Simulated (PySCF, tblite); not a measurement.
# C₃HF₃: deprotonation, part 2 of 2

tblite 0.8.0 and PySCF 2.14.0. Atoms count from 0. Earlier steps stand in the parts before.

## 7. Geometry optimisation with GFN2-xTB

This step treats C₃F₃−, `[C-]#CC(F)(F)F`.

The job: settings as JSON, then the geometry in Å.

```
{"job": {"kind": "relax", "xc": "GFN2-xTB", "basis": "xTB"}, "charge": -1, "multiplicity": 1}
C      1.712200     0.312800    -0.201400
C      0.518000     0.108900    -0.004200
C     -0.870800    -0.172700     0.288900
F     -1.468700    -0.773100    -0.764900
F     -1.563800     0.963900     0.513900
F     -1.051500    -0.939800     1.355300
```

Output:

```text
step      E/eV     max force
  0    -563.61022    3.161
  1    -563.75990    0.878
  2    -563.77974    1.289
  3    -563.79363    0.716
  4    -563.80073    0.248
  5    -563.80420    0.096
  6    -563.80455    0.068
  7    -563.80466    0.018
  8    -563.80468    0.016
  9    -563.80470    0.015
 10    -563.80471    0.015
 11    -563.80472    0.007
```

Wall time 0.03 s (1 thread of Arm Neoverse V2, shared host).

Step by step:

```tsv
step	energy from step 0 (eV)	largest force (eV/Å)
0	0.0000	3.1615
1	-0.1497	0.8779
2	-0.1695	1.2894
3	-0.1834	0.7158
4	-0.1905	0.2481
5	-0.1940	0.0963
6	-0.1943	0.0679
7	-0.1944	0.0180
8	-0.1945	0.0160
9	-0.1945	0.0152
10	-0.1945	0.0151
11	-0.1945	0.0071
```

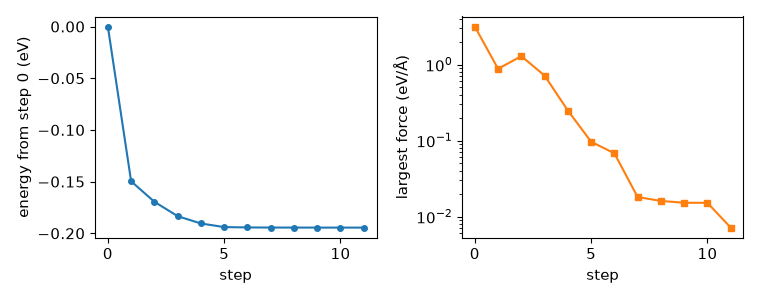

Energy and largest force along the relaxation.

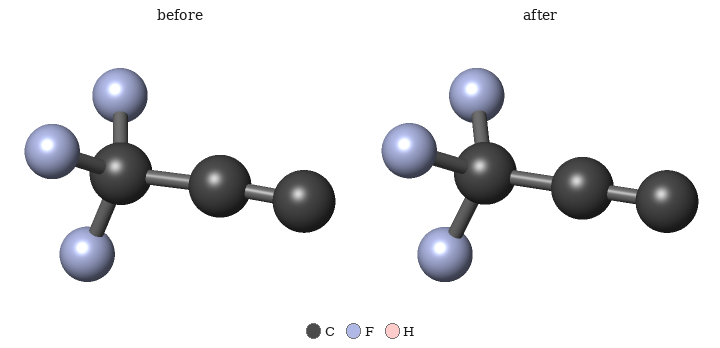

The geometry before (left) and after (right).

Distances of close pairs at the start and the end, largest changes first:

```tsv
bond	before (Å)	after (Å)	change (Å)
C2–F5	1.326	1.392	+0.066
C2–F4	1.350	1.392	+0.042
C2–F3	1.352	1.392	+0.040
C1–C2	1.447	1.419	-0.028
C0–C1	1.227	1.234	+0.006
```

The next job starts from the end point, and lists it.

## 8. Vibrational analysis with GFN2-xTB

The job: settings as JSON, then the geometry in Å.

```
{"job": {"kind": "ir", "xc": "GFN2-xTB", "basis": "xTB"}, "charge": -1, "multiplicity": 1}
C      1.749383     0.323508    -0.213441
C      0.555382     0.106479     0.008173
C     -0.815988    -0.149676     0.265351
F     -1.518344    -0.786710    -0.754071
F     -1.608474     0.966910     0.517421
F     -1.086484    -0.960516     1.364160
```

Output:

```text
mode    cm-1     km/mol
  1     183.0      8.01
  2     183.3      8.04
  3     394.8      5.68
  4     395.4      5.70
  5     491.1     18.15
  6     525.9      2.14
  7     526.3      2.11
  8     705.8     19.39
  9     807.0    404.58
 10     807.4    404.80
 11    1075.8    536.73
 12    2051.0     32.96
ZPE 48.729  H(298)-E 65.828  G(298)-E -25.031 kJ/mol  S 304.74 J/(mol K)
```

It took 0.1 s on 1 thread of Arm Neoverse V2, shared host.

Which atoms move in the most intense modes:

```tsv
cm⁻¹	km/mol	atoms
183	8.0	C0 39 %, F4 28 %, F3 20 %
183	8.0	C0 39 %, F5 31 %, F3 13 %
491	18.1	C0 21 %, F5 19 %, F3 19 %, F4 18 %
706	19.4	F5 26 %, F3 26 %, F4 26 %, C0 14 %
807	404.6	C2 80 %
807	404.8	C2 80 %
1076	536.7	C2 81 %
2051	33.0	C1 57 %, C0 43 %
```

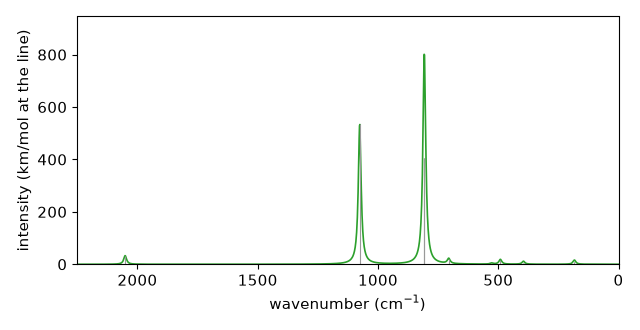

The infrared spectrum from these modes, unscaled. Lines are broadened to a width of 14 cm⁻¹ (Lorentzian).

## 9. Geometry optimisation at PBE0-D3(BJ)/ma-def2-SVP

This step treats C3F3−, `[C-]#CC(F)(F)F`.

The job, as its differences from that of step 8:

```diff
@@ -1,2 +1,2 @@
-{"job": {"kind": "ir", "xc": "GFN2-xTB", "basis": "xTB"}, "charge": -1, "multiplicity": 1}
+{"job": {"xc": "PBE0", "basis": "ma-def2-SVP", "d3": "d3bj", "grid": 1, "kind": "geom"}, "charge": -1, "multiplicity": 1}
 C      1.749383     0.323508    -0.213441
```

Output:

```text
step   0  E = -413.08082792  max force = 0.032622
step   1  E = -413.08007402  max force = 0.022199
step   2  E = -413.08181630  max force = 0.009815
step   3  E = -413.08235309  max force = 0.005668
step   4  E = -413.08259945  max force = 0.003423
step   5  E = -413.08277442  max force = 0.004633
step   6  E = -413.08284167  max force = 0.004035
step   7  E = -413.08287339  max force = 0.001342
step   8  E = -413.08287919  max force = 0.000288
optimisation converged
```

Wall time 28 s (1 thread of Arm Neoverse V2, shared host).

Step by step: (the energy doesn't fall at every step)

```tsv
step	energy from step 0 (eV)	largest force component (eV/Å)
0	0.0000	1.6775
1	0.0205	1.1415
2	-0.0269	0.5047
3	-0.0415	0.2915
4	-0.0482	0.1760
5	-0.0530	0.2382
6	-0.0548	0.2075
7	-0.0557	0.0690
8	-0.0558	0.0148
```

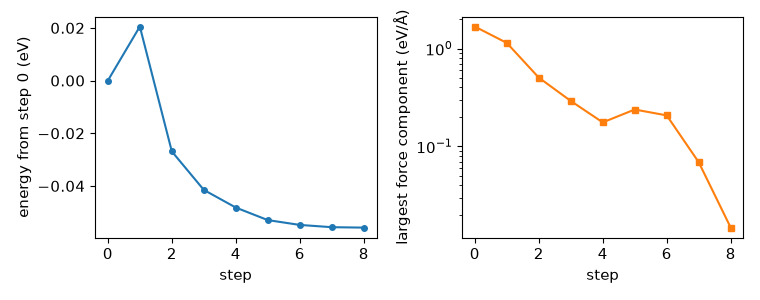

Energy and force, step by step.

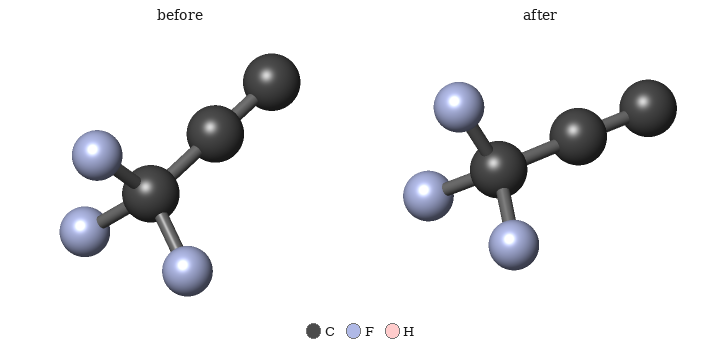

The geometry before (left) and after (right).

Close pairs (by a distance rule), those that changed most:

```tsv
bond	before (Å)	after (Å)	change (Å)
C2–F5	1.392	1.368	-0.024
C2–F3	1.392	1.369	-0.024
C2–F4	1.392	1.369	-0.023
C0–C1	1.234	1.249	+0.016
C1–C2	1.419	1.426	+0.007
```

The next job starts from the end point, and lists it.

```tsv
at the end point	value
point group (found at 0.08 Å tolerance)	C3v
rotational constants (GHz, main isotopes)	5.708, 2.980, 2.980
```

## 10. Harmonic vibrations (C3F3−): PBE0-D3(BJ)/ma-def2-SVP

The job: settings as JSON, then the geometry in Å.

```
{"job": {"xc": "PBE0", "basis": "ma-def2-SVP", "d3": "d3bj", "grid": 2, "kind": "hessian"}, "charge": -1, "multiplicity": 1}
C      1.800307    -0.347852     0.060482
C      0.562547    -0.197251     0.135974
C     -0.851219    -0.036202     0.222246
F     -1.540209    -0.504925    -0.863449
F     -1.266564     1.262216     0.346898
F     -1.428216    -0.675259     1.285183
```

Output:

```text
coarse grid: 6520 points
cycle   1  E = -412.8554075206  dE =  7.918e-01  |g| = 8.963e-01  |ddm| = 3.464e+00
cycle   2  E = -412.5732578125  dE =  2.821e-01  |g| = 1.457e+00  |ddm| = 5.880e+00
cycle   3  E = -413.0035265099  dE = -4.303e-01  |g| = 2.855e-01  |ddm| = 5.229e+00
cycle   4  E = -413.0238275408  dE = -2.030e-02  |g| = 6.521e-02  |ddm| = 3.573e-01
cycle   5  E = -413.0248957145  dE = -1.068e-03  |g| = 1.214e-02  |ddm| = 1.622e-01
cycle   6  E = -413.0249341195  dE = -3.840e-05  |g| = 2.275e-03  |ddm| = 3.743e-02
cycle   7  E = -413.0249354656  dE = -1.346e-06  |g| = 3.481e-04  |ddm| = 5.812e-03
final grid: 68440 points
cycle   8  E = -413.0828312682  dE = -1.909e-05  |g| = 6.513e-03  |ddm| = 4.002e-02
cycle   9  E = -413.0828247621  dE =  6.506e-06  |g| = 9.176e-03  |ddm| = 2.345e-02
cycle  10  E = -413.0828397164  dE = -1.495e-05  |g| = 4.118e-04  |ddm| = 1.082e-02
cycle  11  E = -413.0828397544  dE = -3.799e-08  |g| = 1.681e-04  |ddm| = 1.184e-03
cycle  12  E = -413.0828397563  dE = -1.862e-09  |g| = 1.376e-04  |ddm| = 2.770e-04
cycle  13  E = -413.0828397613  dE = -5.023e-09  |g| = 1.572e-05  |ddm| = 2.599e-04
cycle  14  E = -413.0828397614  dE = -6.571e-11  |g| = 4.888e-06  |ddm| = 2.871e-05
converged SCF energy = -413.0828397614

mode    cm-1
  1     165.7
  2     166.0
  3     444.1
  4     444.2
  5     558.3
  6     603.9
  7     604.1
  8     793.2
  9    1053.4
 10    1055.6
 11    1245.1
 12    2135.3
ZPE 55.440  H(298)-E 71.721  G(298)-E -18.064 kJ/mol  S 301.14 J/(mol K)
```

Wall time 94 s (1 thread of Arm Neoverse V2, shared host); peak memory 1.6 GiB.

Zero-point energy 55.44 kJ/mol (xTB gave 48.73).

## 11. Single point (C3F3−): wB97X-D3(BJ)/ma-def2-TZVP

Geometry: PBE0-D3(BJ)/ma-def2-SVP.

The job: settings as JSON, then the geometry in Å.

```
{"job": {"kind": "sp", "xc": "wB97X", "basis": "ma-def2-TZVP", "d3": "d3bj", "grid": 2}, "charge": -1, "multiplicity": 1}
C      1.800307    -0.347852     0.060482
C      0.562547    -0.197251     0.135974
C     -0.851219    -0.036202     0.222246
F     -1.540209    -0.504925    -0.863449
F     -1.266564     1.262216     0.346898
F     -1.428216    -0.675259     1.285183
```

Output:

```text
coarse grid: 6520 points
cycle   1  E = -413.8144124874  dE =  8.840e-01  |g| = 1.061e+00  |ddm| = 2.138e+00
cycle   2  E = -413.7715217761  dE =  4.289e-02  |g| = 1.265e+00  |ddm| = 1.524e+00
cycle   3  E = -414.0278568110  dE = -2.563e-01  |g| = 1.022e-01  |ddm| = 8.597e-01
cycle   4  E = -414.0297490132  dE = -1.892e-03  |g| = 5.881e-02  |ddm| = 2.070e-01
cycle   5  E = -414.0305884014  dE = -8.394e-04  |g| = 1.137e-02  |ddm| = 1.211e-01
cycle   6  E = -414.0306266049  dE = -3.820e-05  |g| = 4.332e-03  |ddm| = 4.686e-02
cycle   7  E = -414.0306324478  dE = -5.843e-06  |g| = 8.904e-04  |ddm| = 1.875e-02
final grid: 68440 points
cycle   8  E = -414.0351721530  dE = -6.780e-05  |g| = 6.096e-03  |ddm| = 6.669e-02
cycle   9  E = -414.0351728765  dE = -7.234e-07  |g| = 5.506e-03  |ddm| = 6.391e-03
cycle  10  E = -414.0351765626  dE = -3.686e-06  |g| = 5.674e-04  |ddm| = 2.619e-03
cycle  11  E = -414.0351766166  dE = -5.398e-08  |g| = 2.363e-04  |ddm| = 1.081e-03
cycle  12  E = -414.0351766294  dE = -1.284e-08  |g| = 9.469e-05  |ddm| = 4.157e-04
cycle  13  E = -414.0351766319  dE = -2.471e-09  |g| = 2.096e-05  |ddm| = 2.710e-04
converged SCF energy = -414.0351766319
```

Wall time 9.1 s (1 thread of Arm Neoverse V2, shared host); peak memory 0.66 GiB.

## 12. Deprotonation: wB97X-D3(BJ)/ma-def2-TZVP

This step combines the energies above: geometries from PBE0-D3(BJ)/ma-def2-SVP, zero-point and thermal terms from PBE0-D3(BJ)/ma-def2-SVP.

The job: settings as JSON, then the geometry in Å.

```
{"job": {"kind": "ac", "geom": {"xc": "PBE0", "basis": "ma-def2-SVP", "d3": "d3bj", "grid": 1}, "hess": 1, "level": {"xc": "wB97X", "basis": "ma-def2-TZVP", "d3": "d3bj"}}, "charge": 0, "multiplicity": 1}
C      1.695964     0.318899    -0.196102
C      0.528755     0.100217     0.018798
C     -0.888207    -0.165107     0.285680
F     -1.466254    -0.787696    -0.744303
F     -1.560541     0.967785     0.502595
F     -1.040486    -0.938083     1.364074
H      2.737150     0.513186    -0.385222
```

Output (the driver's rows laid out field by field):

```text
deprotonation site by site, wB97X-D3(BJ)/ma-def2-TZVP // PBE0-D3(BJ)/ma-def2-SVP

row 1
  formula                 C3F3
  charge                  -1
  multiplicity            1
  smiles                  [C-]#CC(F)(F)F
  kept                    yes
  pieces                  1
  point_group             C3v
  atom                    0
  element                 C
  electronic              1518.42
  enthalpy                1491.26
  free_energy             1458.86
  share_gas               1.0
```

Wall time 4.9 min (1 thread of Arm Neoverse V2, shared host); peak memory 0.66 GiB.

Energy needed to remove a proton (kJ/mol, gas phase, 298 K for the thermal columns):

```tsv
site	product	electronic	enthalpy	free energy
C0	[C-]#CC(F)(F)F	1518.4	1491.3	1458.9
```

## 13. What came out

The summary covers parts 1 to 2.

| quantity | value |
| --- | --- |
| strongest single infrared mode (GFN2-xTB) | 1043 cm⁻¹, 354 km/mol |
| zero-point energy (GFN2-xTB) | 19.7 kcal/mol |
| point group | C3v |
| rotational constants (main isotopes) | 5.73, 2.87, 2.87 GHz |
| ΔH of deprotonation, C0 (wB97X-D3(BJ)/ma-def2-TZVP) | 1491.3 kJ/mol |

What this shows: All 15 modes are real, so the xTB geometry is a minimum. GFN2-xTB is a fitted tight-binding method: band positions and strengths are rough. Its intensities can rank the bands wrongly. Over 9 steps the energy fell by 0.028 eV; of the close pairs, C0–H6 changed most, 1.051 to 1.076 Å (PBE0/ma-def2-SVP). The ΔH of deprotonation at C0 is 1491.3 kJ/mol at wB97X-D3(BJ)/ma-def2-TZVP; zero-point and thermal terms move it by -27.1 kJ/mol from the electronic value.
